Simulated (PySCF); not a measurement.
**C5H12SSi: electronic excitations**

Aim: predict the electronic excitations of C5H12SSi (`CC(C)[C@H]1CS[SiH2]1`).

The runs use PySCF 2.14.0, with density-fitted response routines of our own; the level of theory stands in each step. All values are computed, except where a source is named. Atoms are numbered from 0 throughout.

### 1 The molecule as given

19 atoms, charge 0, multiplicity 1; geometry from: GFN2-xTB.

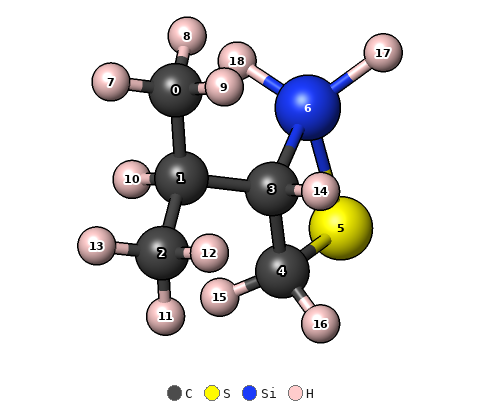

The starting geometry (carbon dark grey, sulfur yellow, silicon blue, hydrogen pink), atoms numbered.

### 2 Ultraviolet spectrum: CAM-B3LYP/def2-SVPD

What the job is given:

```
{"job": {"kind": "uv", "xc": "CAM-B3LYP", "basis": "def2-SVPD", "nstates": 8, "ntriplets": 3}, "charge": 0, "multiplicity": 1}
C      1.252519    -1.467238     0.122133
C      0.695159    -0.132461    -0.363989
C      1.734893     0.971615    -0.171757
C     -0.596568     0.200869     0.381371
C     -1.319725     1.456498    -0.126604
S     -3.076771     0.907100    -0.172834
Si    -2.094278    -0.970426     0.185083
H      2.168912    -1.713337    -0.409224
H      0.534084    -2.268913    -0.038009
H      1.476895    -1.416583     1.185758
H      0.471166    -0.215407    -1.434371
H      1.355052     1.928999    -0.520869
H      1.992624     1.069080     0.881197
H      2.642158     0.740295    -0.725852
H     -0.351233     0.335954     1.439879
H     -1.029427     1.726942    -1.140395
H     -1.230820     2.329556     0.516293
H     -2.550613    -1.654427     1.385527
H     -2.083831    -1.818868    -1.000800
```

With the program's defaults for keys left out, this is: TDDFT CAM-B3LYP/def2-SVPD, vertical, gas phase, core orbitals frozen in the response.

The run is started by

```sh
$ OMP_NUM_THREADS=1 python probes_run.py task.json out
```

The driver reads the jobs from task.json and runs them one after another.

The log of the run:

```text
coarse grid: 16120 points
cycle   1  E = -884.8390967557  dE =  7.839e-01  |g| = 3.599e-01  |ddm| = 7.491e+00
cycle   2  E = -884.8583777479  dE = -1.928e-02  |g| = 2.895e-01  |ddm| = 1.560e+00
cycle   3  E = -884.8817404209  dE = -2.336e-02  |g| = 3.020e-02  |ddm| = 7.266e-01
cycle   4  E = -884.8819952046  dE = -2.548e-04  |g| = 1.418e-02  |ddm| = 1.066e-01
cycle   5  E = -884.8820450641  dE = -4.986e-05  |g| = 3.148e-03  |ddm| = 3.650e-02
cycle   6  E = -884.8820480614  dE = -2.997e-06  |g| = 7.573e-04  |ddm| = 1.035e-02
final grid: 144176 points
cycle   7  E = -884.9975198079  dE = -4.435e-05  |g| = 4.009e-03  |ddm| = 1.422e-01
cycle   8  E = -884.9975200568  dE = -2.489e-07  |g| = 3.954e-03  |ddm| = 2.251e-02
cycle   9  E = -884.9975241657  dE = -4.109e-06  |g| = 3.801e-04  |ddm| = 8.374e-03
cycle  10  E = -884.9975241999  dE = -3.418e-08  |g| = 1.980e-04  |ddm| = 1.363e-03
cycle  11  E = -884.9975242103  dE = -1.046e-08  |g| = 2.506e-05  |ddm| = 5.804e-04
cycle  12  E = -884.9975242106  dE = -2.281e-10  |g| = 8.819e-06  |ddm| = 1.130e-04
converged SCF energy = -884.9975242106

Static polarisability (au): isotropic 103.019, principal 85.482 106.503 117.072

Singlet excitations
state   eV       nm        f      main configurations
  1   5.2991    234.0   0.00324   H->L 0.66, H->L+1 0.22
  2   5.3629    231.2   0.00667   H->L+1 0.60, H->L 0.26
  3   6.3398    195.6   0.00987   H->L+2 0.67, H->L+4 0.12, H->L+3 0.09
  4   6.5668    188.8   0.03392   H-1->L 0.89
  5   6.7909    182.6   0.01209   H-1->L+1 0.73
  6   6.9380    178.7   0.05990   H->L+3 0.55, H->L+4 0.25, H->L+8 0.10
  7   7.1339    173.8   0.06470   H-2->L 0.76
  8   7.1954    172.3   0.00213   H->L+5 0.41, H->L+4 0.22, H->L+3 0.09

Triplet excitations (Tamm-Dancoff, eV): 4.8912 5.0347 5.9468
```

Wall time 2 min (1 thread of Arm Neoverse N1, shared host); peak memory 1.1 GiB.

Frontier orbitals and where they lie:

| orbital | eV | atoms |
| --- | --- | --- |
| HOMO−3 | -10.75 | C1 23 %, C3 18 %, H10 11 % |
| HOMO−2 | -9.86 | S5 18 %, Si6 17 %, C4 16 % |
| HOMO−1 | -9.00 | S5 39 %, C3 21 %, Si6 15 % |
| HOMO | -7.92 | S5 70 %, C4 11 %, Si6 9 % |
| LUMO | 0.62 | Si6 29 %, S5 23 %, H17 10 % |
| LUMO+1 | 1.04 | S5 47 %, Si6 13 %, C4 7 % |
| LUMO+2 | 1.27 | Si6 26 %, S5 16 %, H17 7 % |

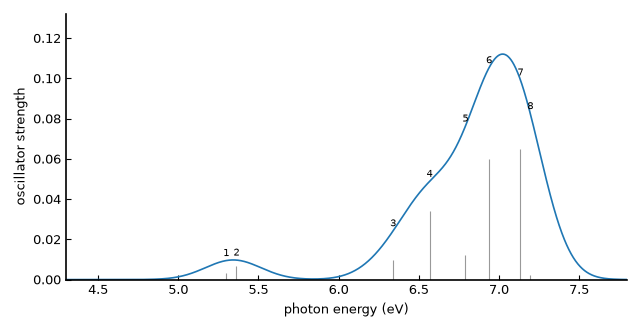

Absorption spectrum from the 8 singlet states computed; above the last one it falls off for lack of states. Lines are broadened to a width of 0.40 eV (Gaussian).

Ground-state properties from the same run:

| property | computed |
| --- | --- |
| dipole moment (D) | 2.40 |
| polarisability (Å³) | 15.27 |
| HOMO–LUMO gap (eV) | 8.54 |
| −ε(HOMO) (eV) | 7.92 |

### 3 Summary of results

```
                                quantity                        value
    lowest singlet (CAM-B3LYP/def2-SVPD)  5.30 eV (234 nm), f = 0.003
brightest single state of those computed  state 7, 7.13 eV, f = 0.065
                          lowest triplet                      4.89 eV
```

What this shows: The lowest singlet, at 5.30 eV, is HOMO→LUMO 0.66, HOMO→LUMO+1 0.22 and is weak; of the 8 states computed, the strongest absorption comes from state 7 at 7.13 eV. The lowest triplet lies 0.41 eV below the lowest singlet (triplets in Tamm-Dancoff, singlets in full TDDFT).
